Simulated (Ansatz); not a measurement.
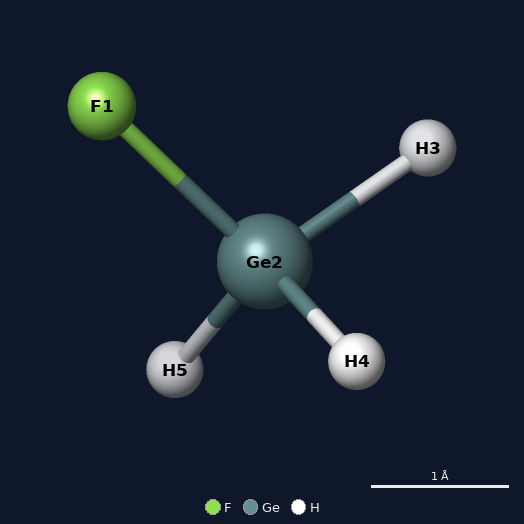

Source: calculation with Ansatz.

Numbered structure. Geometry: moved along internal coordinates away from the minimum.

Question: How are the neighbours of atom 2 arranged?

Answer: Ge2 has 4 neighbours (F1 at 1.74, H3 at 1.53, H4 at 1.53, H5 at 1.53 Å); the arrangement is tetrahedral.
